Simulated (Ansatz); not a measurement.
Input

```
crystal:
  periodic: [false, false, false]
  atoms:
    - { symbol: F, position_ang: [-1.72187, 0.00638, 0.87715] }
    - { symbol: In, position_ang: [0.10975, 0.03357, -0.086] }
    - { symbol: S, position_ang: [1.80927, -1.44215, 0.39524] }
    - { symbol: H, position_ang: [-0.19715, 1.40219, -1.1864] }
total_charge: -1
basis:
  gaussian: { orbitals: def2-SVP }
hamiltonian:
  xc: hf
relax:
  f_tol: 0.02
  max_steps: 40
scf:
  lower_state_search: "off"
output:
  orbitals: {}
```

Launched as:

```sh
ansatz run input.yaml --threads 1 --pin off --max-ram 2048MiB --backend cpu --events-out ev --progress --plain --runs-dir out
```

The fields are those of the run's last geometry, not of the input's.

Core potentials replace the inner electrons of In.

Computed with Ansatz, RHF/def2-SVP.

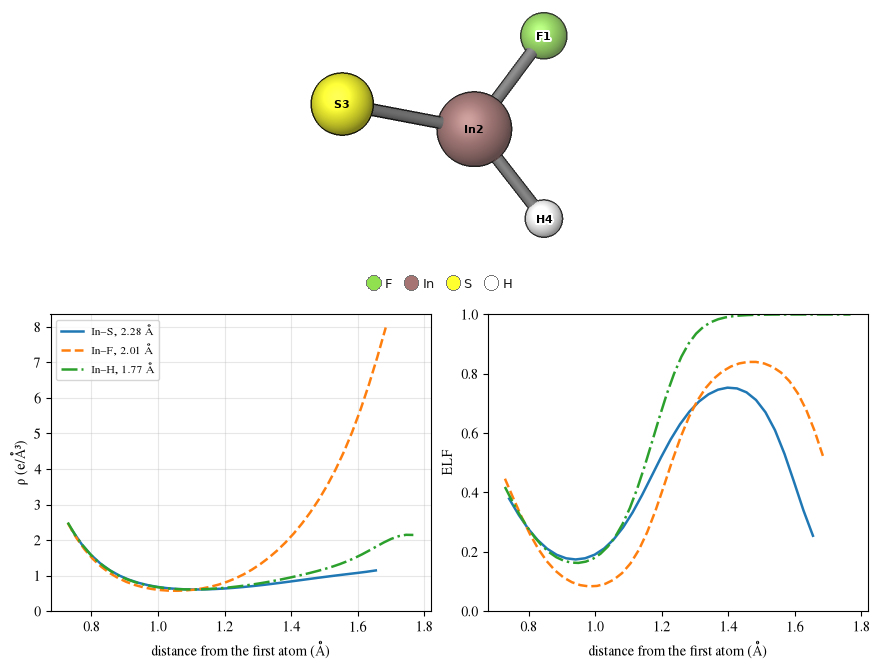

FHInS (charge −1). Electron density and electron localisation function along straight lines between neighbouring atoms. The curves leave out the atomic cores. The structure is drawn too.

Question: Compare the contacts.

Answer: In–S (2.28 Å): ρ at the midpoint is about 0.61 e/Å³; the ELF peaks at about 0.75 in the valence shell of S, 0.9 Å from its nucleus, and drops to about 0.15 between the two atoms.
In–F (2.01 Å): ρ at the midpoint is about 0.59 e/Å³; the ELF peaks at about 0.85 in the valence shell of F, 0.6 Å from its nucleus, and drops to about 0.10 between the two atoms.
In–H (1.77 Å): ρ is about 0.99 e/Å³ halfway; the ELF climbs to about 1 towards the hydrogen.
